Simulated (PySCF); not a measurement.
C$_{6}$H$_{9}$ClSi (SMILES C=C(C#C[SiH2]C)CCl)

```json
{"atom": "C", "x (Å)": "-2.6869", "y (Å)": "-0.9599", "z (Å)": "1.0154"}
{"atom": "C", "x (Å)": "-1.9890", "y (Å)": "-0.3777", "z (Å)": "0.0410"}
{"atom": "C", "x (Å)": "-0.5797", "y (Å)": "-0.4925", "z (Å)": "-0.0464"}
{"atom": "C", "x (Å)": "0.6224", "y (Å)": "-0.5673", "z (Å)": "-0.1534"}
{"atom": "Si", "x (Å)": "2.4631", "y (Å)": "-0.6738", "z (Å)": "-0.3043"}
{"atom": "C", "x (Å)": "3.2066", "y (Å)": "0.9768", "z (Å)": "0.2642"}
{"atom": "C", "x (Å)": "-2.6338", "y (Å)": "0.4646", "z (Å)": "-1.0170"}
{"atom": "Cl", "x (Å)": "-2.3133", "y (Å)": "2.2007", "z (Å)": "-0.6751"}
{"atom": "H", "x (Å)": "-2.2043", "y (Å)": "-1.5502", "z (Å)": "1.7745"}
{"atom": "H", "x (Å)": "-3.7573", "y (Å)": "-0.8614", "z (Å)": "1.0755"}
{"atom": "H", "x (Å)": "2.9280", "y (Å)": "-1.7774", "z (Å)": "0.5458"}
{"atom": "H", "x (Å)": "2.7820", "y (Å)": "-0.9310", "z (Å)": "-1.7149"}
{"atom": "H", "x (Å)": "2.9189", "y (Å)": "1.2078", "z (Å)": "1.2863"}
{"atom": "H", "x (Å)": "2.8720", "y (Å)": "1.7977", "z (Å)": "-0.3643"}
{"atom": "H", "x (Å)": "4.2924", "y (Å)": "0.9513", "z (Å)": "0.2242"}
{"atom": "H", "x (Å)": "-2.2124", "y (Å)": "0.2649", "z (Å)": "-2.0021"}
{"atom": "H", "x (Å)": "-3.7158", "y (Å)": "0.3394", "z (Å)": "-1.0265"}
```

Geometry: GFN2-xTB.

All numbers below come from PySCF, CAM-B3LYP/def2-SVPD, SCF density, gas phase.

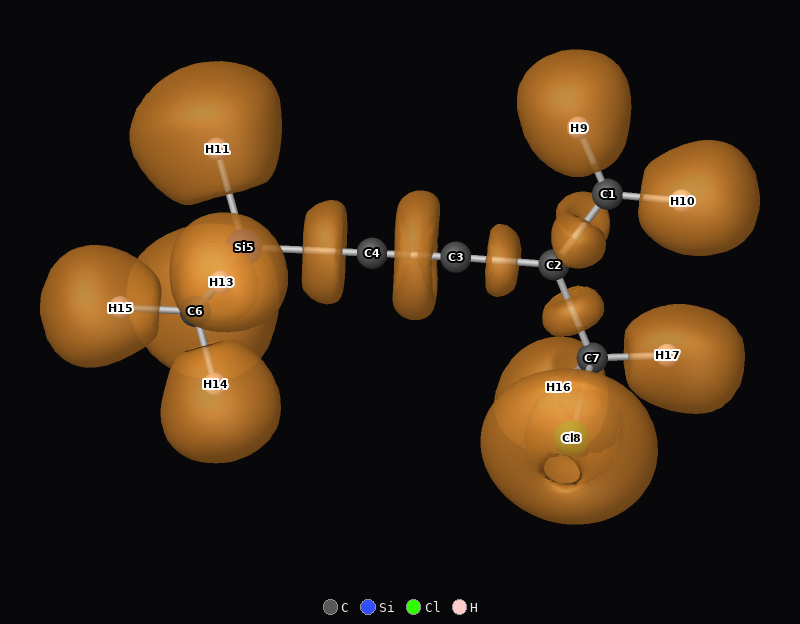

Figure 1. Isosurface of the electron localisation function at 0.8 (orange), seen across its widest extent. Only the valence region is drawn (cores and ρ < 0.01 e/Å³ removed).

Where are the electrons localised?

The ELF exceeds this value in four regions between bonded C–C atoms (shared pairs), one region between bonded C–Cl atoms (shared pairs), two regions between bonded C–Si atoms (shared pairs), nine regions around hydrogen nuclei and one ring or bowl of non-bonding electrons around Cl. Profiles from the grid: C–C (1.21 Å): the ELF peaks at about 0.85 between the atoms (a short, multiple covalent bond). C–Cl (1.80 Å): the ELF peaks at about 0.90 between the atoms; a covalent bond.

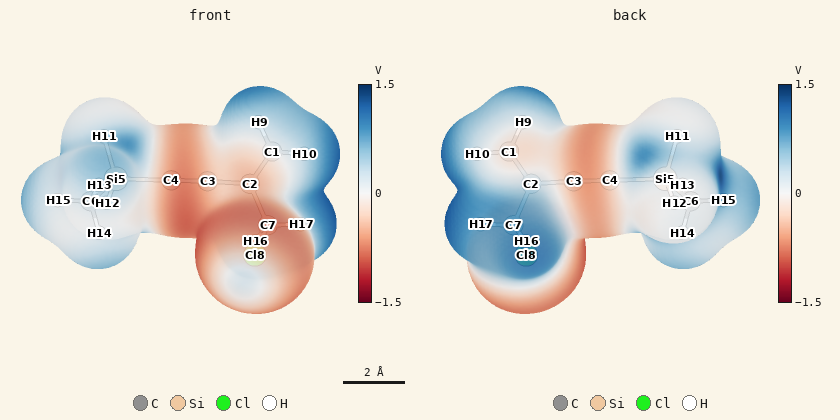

Figure 2. The molecular electrostatic potential painted on the density surface at 0.002 e/bohr³, seen from the front and from behind; red is negative and blue positive.

Describe the electrostatic potential map.

The most negative region (about −0.9 V) lies over C3, C4 and Cl8, the most positive (about +1.2 V) over Si5 and H17. Cl8 shows a σ-hole: about +0.2 V at the tip opposite its bond, against about −0.7 V on its flanks.

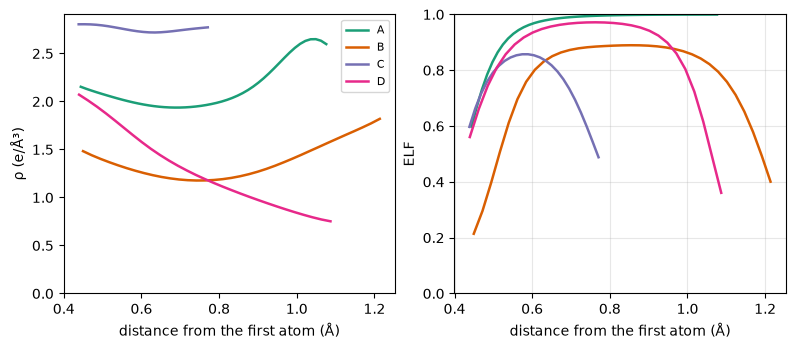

Figure 3. Total electron density and ELF along straight lines between neighbouring atoms. The curves leave out the atomic cores.

Which curve belongs to which contact (C–C, C–Cl, C–H and C–Si)? The first atom named is at distance zero.

Curve A: C–H (1.08 Å): the density is about 2 e/Å³ at the midpoint; the ELF climbs to about 1 towards the hydrogen, as it does in any bond to H: a covalent bond by its length. Curve B: C–Cl (1.80 Å): ρ is about 1.3 e/Å³ halfway; the ELF peaks at about 0.90 between the atoms; a covalent bond. Curve C: C–C (1.21 Å): the density is about 2.7 e/Å³ at the midpoint; the ELF peaks at about 0.85 between the atoms: a multiple bond. Curve D: C–Si (1.85 Å): ρ is about 0.94 e/Å³ halfway; the ELF peaks at about 1 between the atoms (a covalent bond).
